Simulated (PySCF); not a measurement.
H6FNSi2, SMILES N[SiH2][SiH2]F, singlet at its PBE0/def2-SVP optimised geometry (Å):

```
10

Si    -1.2576     0.3849     0.0000
F     -1.7741    -0.3791    -1.3535
Si     1.1000     0.3849     0.0000
N      1.8494    -1.1823     0.0248
H     -1.8144    -0.3650     1.1702
H     -1.8494     1.7592     0.0000
H      1.5401     1.1427     1.2145
H      1.5628     1.0994    -1.2296
H      1.7574    -1.7569     0.8559
H      1.7862    -1.7592    -0.8075
```

Method: PBE0/def2-TZVP (PySCF). Cells within 0.4 Å of a nucleus heavier than hydrogen are left out (blank, or x).

Map of the deformation density (molecule minus spherical neutral atoms) (e/bohr³) on the plane z = 0.0 Å:

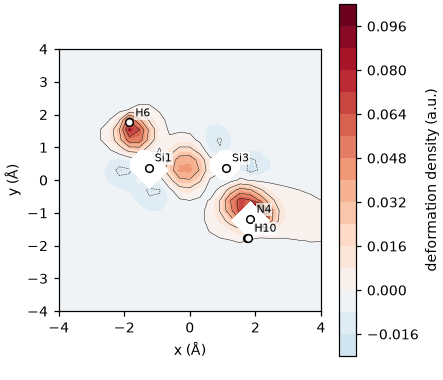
Figure. Deformation density (molecule minus spherical neutral atoms) (e/bohr³) on the plane z = 0.0 Å.
